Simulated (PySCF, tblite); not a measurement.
# C5H7NO3Si: geometry, infrared bands and NMR shifts

Aim: predict the infrared bands and NMR shifts of C5H7NO3Si (`CC(=O)c1nocc1O[SiH3]`).

The runs use tblite 0.8.0 and PySCF 2.14.0, with density-fitted response routines of our own; the level of theory stands in each step. All values are computed, except where a source is named. Atoms count from 0, in the outputs and in this text.

## (1) Starting geometry

17 atoms, charge 0, multiplicity 1; geometry from: force field or distance geometry start.

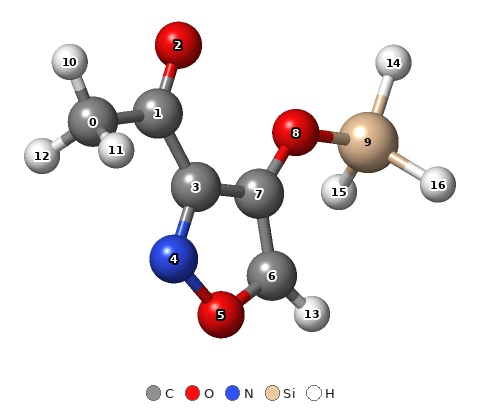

As it starts; carbon grey, oxygen red, nitrogen blue, silicon light orange, hydrogen white, atoms numbered.

## (2) Relaxing the molecule with GFN2-xTB

Job settings and geometry (Å):

```
{"job": {"kind": "relax", "xc": "GFN2-xTB", "basis": "xTB"}, "charge": 0, "multiplicity": 1}
C     -3.185100     0.041300     0.373100
C     -1.730200     0.028500     0.717200
O     -1.370000    -0.073100     1.909300
C     -0.758400     0.125400    -0.374400
N     -1.159400     0.217500    -1.638800
O     -0.011700     0.286600    -2.408200
C      1.078300     0.230900    -1.598300
C      0.669500     0.124600    -0.285800
O      1.400900     0.029300     0.841600
Si     3.046600     0.035600     0.909300
H     -3.793300    -0.035000     1.286300
H     -3.440200    -0.808800    -0.268100
H     -3.451800     0.985000    -0.114900
H      2.034200     0.273500    -2.104100
H      3.511800    -0.065700     2.311200
H      3.567300     1.294200     0.318700
H      3.584700    -1.097800     0.115900
```

The run is started by

```
OMP_NUM_THREADS=1 python probes_run.py task.json out
```

This one command runs all jobs of the session in turn.

Output:

```text
step      E/eV     max force
  0    -846.85583    3.089
  1    -846.94221    3.397
  2    -847.01988    0.495
  3    -847.03453    0.439
  4    -847.05733    0.364
  5    -847.06580    0.342
  6    -847.07887    0.318
  7    -847.09033    0.324
  8    -847.09978    0.224
  9    -847.10584    0.163
 10    -847.11068    0.182
 11    -847.11564    0.198
 12    -847.12070    0.158
 13    -847.12384    0.123
 14    -847.12528    0.074
 15    -847.12623    0.073
 16    -847.12728    0.079
 17    -847.12839    0.087
 18    -847.12932    0.076
 19    -847.13001    0.071
 20    -847.13063    0.063
 21    -847.13130    0.061
 22    -847.13200    0.062
 23    -847.13266    0.054
 24    -847.13324    0.058
 25    -847.13384    0.058
 26    -847.13447    0.057
 27    -847.13509    0.061
 28    -847.13557    0.047
 29    -847.13589    0.041
 30    -847.13609    0.033
 31    -847.13622    0.023
 32    -847.13631    0.027
 33    -847.13640    0.034
 34    -847.13652    0.036
 35    -847.13673    0.048
 36    -847.13706    0.055
 37    -847.13741    0.049
 38    -847.13764    0.031
 39    -847.13776    0.025
 40    -847.13785    0.028
 41    -847.13799    0.031
 42    -847.13814    0.035
 43    -847.13826    0.027
 44    -847.13833    0.024
 45    -847.13839    0.024
 46    -847.13847    0.035
 47    -847.13859    0.042
 48    -847.13871    0.033
 49    -847.13880    0.018
 50    -847.13886    0.022
 51    -847.13892    0.021
 52    -847.13898    0.023
 53    -847.13902    0.013
 54    -847.13905    0.010
 55    -847.13906    0.008
```

Run time: 0.72 s. Hardware: 1 thread of Arm Neoverse N1, shared host; peak memory 0.18 GiB.

Step by step: (not every step is listed)

```tsv
step	energy from step 0 (eV)	largest force (eV/Å)
0	0.0000	3.0894
1	-0.0864	3.3966
2	-0.1640	0.4955
3	-0.1787	0.4388
4	-0.2015	0.3638
5	-0.2100	0.3417
6	-0.2230	0.3185
7	-0.2345	0.3244
8	-0.2440	0.2241
12	-0.2649	0.1581
16	-0.2715	0.0788
20	-0.2748	0.0630
24	-0.2774	0.0584
28	-0.2797	0.0472
32	-0.2805	0.0269
36	-0.2812	0.0551
40	-0.2820	0.0281
44	-0.2825	0.0240
48	-0.2829	0.0333
50	-0.2830	0.0223
51	-0.2831	0.0214
52	-0.2831	0.0226
53	-0.2832	0.0134
54	-0.2832	0.0102
55	-0.2832	0.0079
```

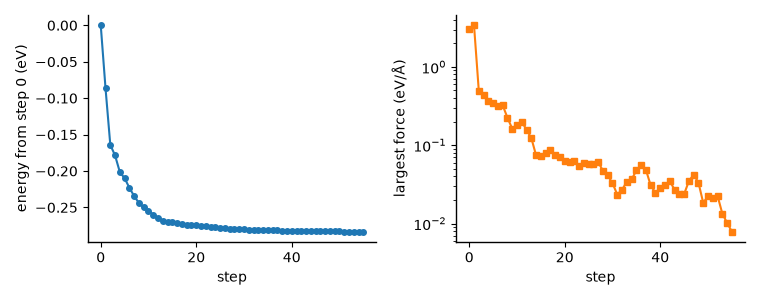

Energy and force, step by step.

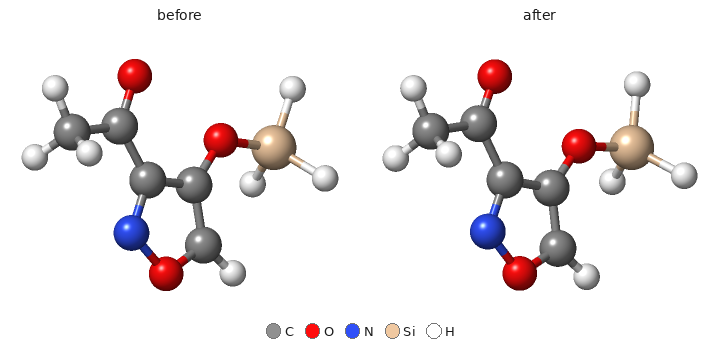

Before and after, at one scale.

Close pairs (by a distance rule), those that changed most:

```tsv
bond	before (Å)	after (Å)	change (Å)
N4–O5	1.383	1.336	-0.047
C1–O2	1.249	1.206	-0.043
Si9–H14	1.481	1.449	-0.031
C7–O8	1.347	1.321	-0.027
Si9–H15	1.485	1.465	-0.020
Si9–H16	1.484	1.465	-0.020
O5–C6	1.359	1.341	-0.018
C1–C3	1.465	1.480	+0.016
```

The end geometry stands in the next job.

## (3) Vibrational analysis with GFN2-xTB

Job settings and geometry (Å):

```
{"job": {"kind": "ir", "xc": "GFN2-xTB", "basis": "xTB"}, "charge": 0, "multiplicity": 1}
C     -3.131732     0.041422     0.406772
C     -1.679113     0.019133     0.785572
O     -1.275805    -0.071310     1.918509
C     -0.754567     0.118193    -0.366398
N     -1.180145     0.215773    -1.606243
O     -0.114188     0.287476    -2.409031
C      1.008293     0.235445    -1.677033
C      0.679381     0.125778    -0.349775
O      1.451825     0.044031     0.718398
Si     3.074142     0.038730     0.919159
H     -3.750981    -0.036080     1.295880
H     -3.339084    -0.782301    -0.271284
H     -3.350831     0.962952    -0.126141
H      1.946343     0.283259    -2.190305
H      3.114608    -0.078222     2.362955
H      3.639857     1.280103     0.386355
H      3.655000    -1.092513     0.192702
```

Output:

```text
mode    cm-1     km/mol
  1     -11.9      7.56
  2      50.5      0.21
  3      83.0      2.52
  4      86.4      0.02
  5     108.0      0.48
  6     157.5      2.71
  7     167.8      0.54
  8     281.2      3.92
  9     336.8     11.74
 10     402.1      1.43
 11     506.1      6.04
 12     549.0      1.89
 13     571.9     35.41
 14     601.4     62.23
 15     609.1     12.93
 16     637.4     81.61
 17     688.5      9.30
 18     693.7      1.76
 19     735.7    137.88
 20     750.5     82.24
 21     793.4    275.01
 22     824.8    321.36
 23     870.6     77.62
 24     925.4     71.24
 25     980.9     47.30
 26     989.9     20.93
 27    1027.9     76.11
 28    1089.7    121.28
 29    1129.0     88.35
 30    1223.8    107.13
 31    1249.5    133.87
 32    1356.0     11.24
 33    1367.4     37.48
 34    1437.1     11.71
 35    1438.2     18.45
 36    1470.8    304.19
 37    1601.8    132.51
 38    1755.2    295.19
 39    2238.0    386.58
 40    2265.0    156.63
 41    2394.9    197.96
 42    3039.7      3.36
 43    3048.3      0.37
 44    3063.5     14.31
 45    3186.0      4.97
```

Wall time 1.1 s (1 thread of Arm Neoverse N1, shared host); peak memory 0.18 GiB.

Which atoms move in the most intense modes:

```tsv
cm⁻¹	km/mol	atoms
736	137.9	H14 50 %, H16 15 %, H15 14 %, H13 12 %
793	275.0	H15 35 %, H16 35 %, H14 24 %
825	321.4	H16 41 %, H15 41 %, H14 11 %
1471	304.2	C3 52 %, N4 24 %, C7 17 %
1755	295.2	C1 61 %, O2 36 %
2238	386.6	H15 48 %, H16 48 %
2265	156.6	H16 49 %, H15 49 %
2395	198.0	H14 97 %
```

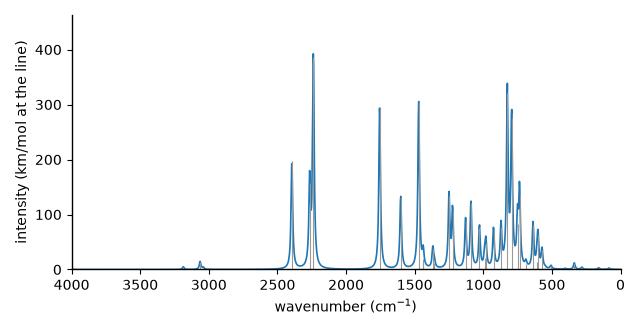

The infrared spectrum from these modes, unscaled. Lines are broadened to a width of 14 cm⁻¹ (Lorentzian).

## (4) NMR shieldings: PBE0/pcSseg-1

The job, as its differences from that of step 3:

```diff
@@ -1,2 +1,2 @@
-{"job": {"kind": "ir", "xc": "GFN2-xTB", "basis": "xTB"}, "charge": 0, "multiplicity": 1}
+{"job": {"kind": "nmr", "xc": "PBE0", "basis": "pcSseg-1"}, "charge": 0, "multiplicity": 1}
 C     -3.131732     0.041422     0.406772
```

Level: GIAO PBE0/pcSseg-1 NMR shielding, non-relativistic, gas phase.

Output:

```text
coarse grid: 15720 points
cycle   1  E = -763.6232564682  dE =  2.017e+00  |g| = 1.004e+00  |ddm| = 4.064e+00
cycle   2  E = -763.0703924451  dE =  5.529e-01  |g| = 1.955e+00  |ddm| = 3.359e+00
cycle   3  E = -763.8014502409  dE = -7.311e-01  |g| = 2.354e-01  |ddm| = 2.655e+00
cycle   4  E = -763.8106803038  dE = -9.230e-03  |g| = 1.230e-01  |ddm| = 2.994e-01
cycle   5  E = -763.8133382485  dE = -2.658e-03  |g| = 3.761e-02  |ddm| = 1.112e-01
cycle   6  E = -763.8136097678  dE = -2.715e-04  |g| = 1.212e-02  |ddm| = 3.325e-02
cycle   7  E = -763.8136383581  dE = -2.859e-05  |g| = 4.515e-03  |ddm| = 1.236e-02
cycle   8  E = -763.8136421270  dE = -3.769e-06  |g| = 9.258e-04  |ddm| = 3.990e-03
final grid: 150192 points
cycle   9  E = -763.9011633587  dE = -8.981e-06  |g| = 1.636e-02  |ddm| = 3.780e-02
cycle  10  E = -763.9010322413  dE =  1.311e-04  |g| = 3.130e-02  |ddm| = 3.612e-02
cycle  11  E = -763.9012094939  dE = -1.773e-04  |g| = 3.037e-03  |ddm| = 2.685e-02
cycle  12  E = -763.9012112933  dE = -1.799e-06  |g| = 5.038e-04  |ddm| = 2.774e-03
cycle  13  E = -763.9012113381  dE = -4.475e-08  |g| = 1.607e-04  |ddm| = 5.307e-04
cycle  14  E = -763.9012113431  dE = -5.065e-09  |g| = 6.321e-05  |ddm| = 1.612e-04
cycle  15  E = -763.9012113439  dE = -7.435e-10  |g| = 2.384e-05  |ddm| = 6.735e-05
converged SCF energy = -763.9012113439

GIAO shielding tensors (ppm)
atom      isotropic    diamagn.    paramagn.     s11        s22        s33       span
  0 C      155.809     252.643     -96.834    137.320    140.211    189.895     52.575
  1 C       -9.078     241.979    -251.057   -109.469    -15.197     97.431    206.899
  2 O     -346.678     403.193    -749.871   -987.500   -415.241    362.706   1350.206
  3 C       30.374     260.717    -230.343    -58.847     28.908    121.061    179.908
  4 N     -165.530     322.487    -488.017   -443.143   -136.010     82.565    525.708
  5 O      -33.644     397.772    -431.417   -155.959   -147.286    202.311    358.270
  6 C       38.224     258.207    -219.983    -36.146     33.735    117.084    153.230
  7 C       37.377     250.306    -212.929    -26.785     43.921     94.995    121.780
  8 O      280.424     399.314    -118.889    189.120    261.503    390.650    201.531
  9 Si     384.489     880.509    -496.019    341.627    350.889    460.952    119.325
 10 H       29.546      27.203       2.343     26.038     28.012     34.589      8.551
 11 H       28.667      29.075      -0.408     25.196     28.760     32.044      6.848
 12 H       28.674      28.877      -0.203     25.211     28.752     32.057      6.846
 13 H       23.379      31.995      -8.615     21.654     21.948     26.536      4.883
 14 H       26.515      29.425      -2.910     22.315     25.505     31.726      9.411
 15 H       26.612      29.229      -2.617     23.715     24.860     31.263      7.548
 16 H       26.612      29.370      -2.758     23.713     24.859     31.264      7.551
```

It took 78 s on 1 thread of Arm Neoverse N1, shared host; peak memory 0.94 GiB.

The references, computed at this level on geometries of the same kind, shield at (ppm): 1H TMS 31.72, 13C TMS 186.9, 29Si TMS 349.2, 15N NH3 267.7, 17O H2O 336.1. Their shielding less the atom's gives the shift. The references are single molecules in the gas phase, so shifts against H2O, NH3, PH3, H3PO4 or CFCl3 are not on the usual liquid scales and can be off by tens of ppm. Atoms listed in one row are averaged.

```tsv
atoms	environment	σ (ppm)	δ (ppm)	δ scaled to CDCl3
C1	ketone carbonyl carbon	-9.1	196.0	189.4
C3	substituted aromatic carbon next to a ring nitrogen	30.4	156.6	150.9
C7	aromatic carbon bearing oxygen	37.4	149.5	144.0
C6	aromatic CH next to the ring oxygen	38.2	148.7	143.2
C0	methyl carbon α to a carbonyl	155.8	31.1	28.5
H13	hydrogen on an aromatic CH next to the ring oxygen	23.38	8.34	7.97
H14, H15, H16	hydrogen on a silicon bonded to O	26.58	5.14	–
H10, H11, H12	hydrogen on a methyl carbon α to a carbonyl	28.96	2.75	2.70
O2	ketone oxygen	-346.7	682.8	–
O5	aromatic ring oxygen	-33.6	369.7	–
O8	oxygen bonded to C, Si	280.4	55.7	–
N4	pyridine-type nitrogen of an azole	-165.5	433.3	–
Si9	silicon bonded to O, 3 H	384.5	-35.3	–
```

The scaled column applies a straight-line fit of computed shieldings to shifts measured in CDCl3 (root-mean-square error 0.16 ppm for H, 1.9 ppm for C).

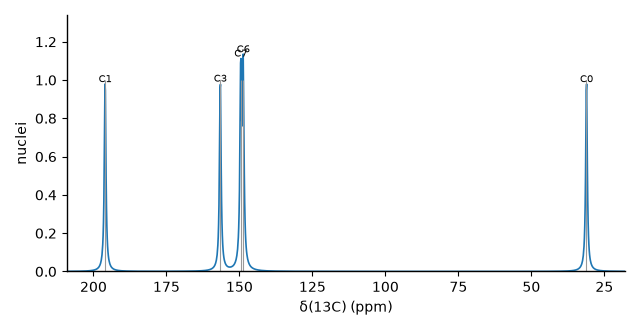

13C lines at the computed shifts, without couplings. Lines are broadened to a width of 0.66 ppm (Lorentzian).

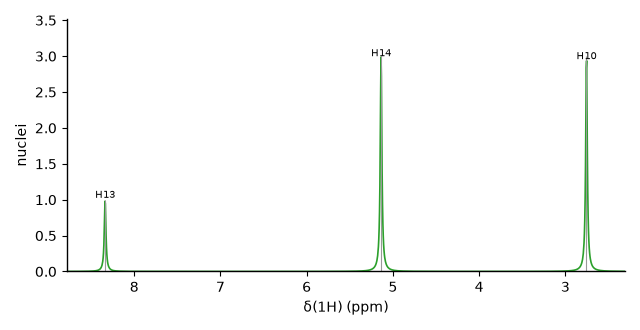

1H lines at the computed shifts, without couplings. Lines are broadened to a width of 0.02 ppm (Lorentzian).

Charges from the same density, by scheme (e):

```tsv
atoms	Mulliken	IAO	Hirshfeld	ESP fit
C0	-0.23	-0.48	-0.13	-0.53
C1	0.24	0.38	0.16	0.53
O2	-0.33	-0.39	-0.23	-0.47
C3	0.03	0.01	0.01	0.32
N4	-0.14	-0.12	-0.09	-0.38
O5	-0.26	-0.12	-0.02	-0.03
C6	0.18	-0.06	-0.01	-0.03
C7	0.15	0.15	0.05	0.00
O8	-0.59	-0.55	-0.18	-0.34
Si9	0.67	0.87	0.41	0.62
```

ESP fit charges:

C0 -0.53; C1 0.53; O2 -0.47; C3 0.32; N4 -0.38; O5 -0.03; C6 -0.03; C7 0.00; O8 -0.34; Si9 0.62; H10 0.16; H11 0.15; H12 0.15; H13 0.16; H14 -0.09; H15 -0.12; H16 -0.12

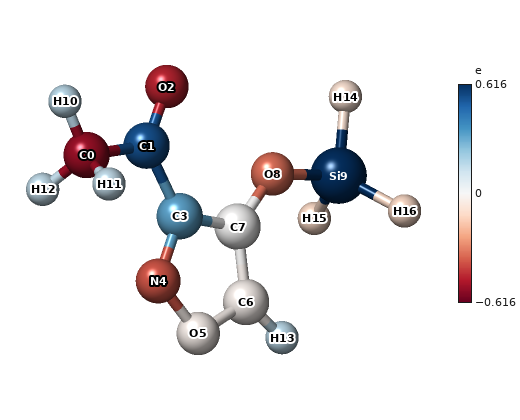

ESP fit charges, as colours on the atoms.

Mayer bond orders: C0–C1 1.04, C1–O2 2.04, C1–C3 0.89, C3–N4 1.55, N4–O5 1.04, O5–C6 1.05, C6–C7 1.56, C7–O8 1.02, O8–Si9 0.89, C7–C3 1.15.

Ring of atoms C3, N4, O5, C6, C7: NICS(0) -12.5, NICS(1) -10.8, NICS(1)zz -24.7 ppm (means of both faces).

## (5) What came out

| quantity | value |
| --- | --- |
| strongest single infrared mode (GFN2-xTB) | 2238 cm⁻¹, 387 km/mol |
| zero-point energy (GFN2-xTB) | 69.7 kcal/mol |
| 13C shifts against TMS (PBE0/pcSseg-1) | 196.0, 156.6, 149.5, 148.7, 31.1 ppm |
| 1H shifts against TMS (PBE0/pcSseg-1, means over atoms taken as alike) | 8.34, 5.14, 2.75 ppm |
| 17O shifts against H2O (PBE0/pcSseg-1) | 682.8, 369.7, 55.7 ppm |
| 15N shifts against NH3 (PBE0/pcSseg-1) | 433.3 ppm |
| 29Si shifts against TMS (PBE0/pcSseg-1) | -35.3 ppm |

In words: Over 55 steps the energy fell by 0.283 eV; of the close pairs, N4–O5 changed most, 1.383 to 1.336 Å. The lowest mode is slightly imaginary (12i cm⁻¹), a soft motion within the noise of the Hessian, so the minimum is not strictly shown. The strongest single mode, at 2238 cm⁻¹, moves mainly H15 and H16. GFN2-xTB is a fitted tight-binding method: band positions and strengths are rough. Its intensities can rank the bands wrongly. The most deshielded carbon is C1 (ketone carbonyl carbon), at 196.0 ppm: low-lying n→π* states of the double bond to the heteroatom give a large paramagnetic term (-251 ppm). At PBE0/pcSseg-1: The widest tensor belongs to O2: span 1350 ppm, with a paramagnetic part of -750 ppm. NICS(1)zz of -25 ppm above the planar ring from C3 marks a diatropic (aromatic) ring current.
